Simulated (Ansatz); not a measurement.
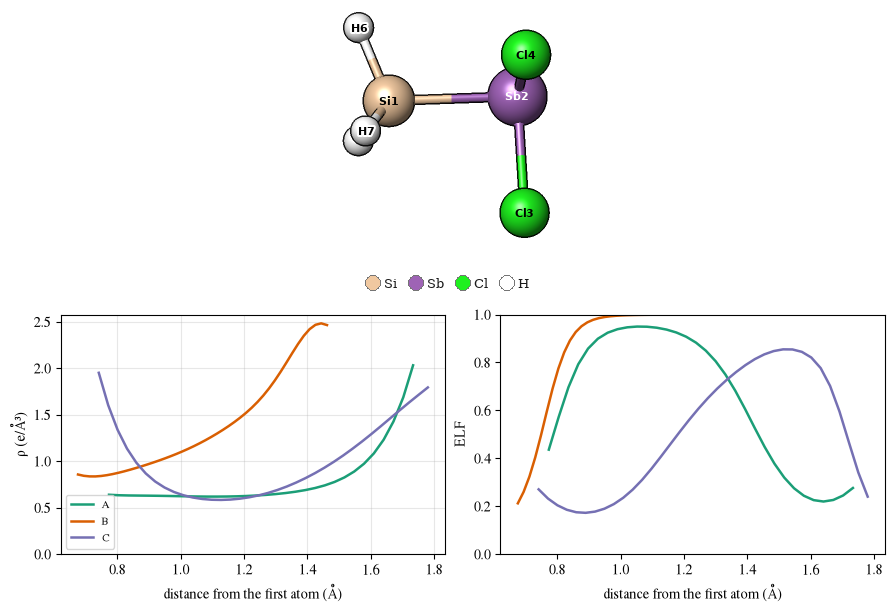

The picture shows: Cl2H3SbSi (SMILES [SiH3][Sb]([Cl])[Cl]). Electron density and electron localisation function along straight lines between neighbouring atoms. The curves leave out the atomic cores. The structure is drawn too.

Core potentials replace the inner electrons of Sb.

Level of theory: Ansatz 0.2.0, SCF r2SCAN0, Gaussian basis.

```xyz
7

Si   -0.3459    0.8664   -0.1522
Sb   -0.3796   -1.3146    1.0197
Cl    1.9672   -1.1798    1.3458
Cl   -0.0190   -2.4758   -1.0607
H    -0.2175    1.9837    0.8012
H    -1.6766    1.0982   -0.8647
H     0.7327    0.9539   -1.1348
```

Which curve belongs to which contact (Sb–Cl, Si–H and Si–Sb)? The first atom named is at distance zero.

Answer. Curve A: Si–Sb (2.48 Å): ρ is about 0.63 e/Å³ halfway; the ELF peaks at about 0.95 between the atoms; a covalent bond. Curve B: Si–H (1.46 Å): the density is about 0.84 e/Å³ at the midpoint; the ELF climbs to about 1 towards the hydrogen, as it does in any bond to H. Curve C: Sb–Cl (2.37 Å): ρ is about 0.6 e/Å³ halfway; the ELF peaks at about 0.85 in the valence shell of Cl, 0.9 Å from its nucleus, and drops to about 0.15 between the two atoms.
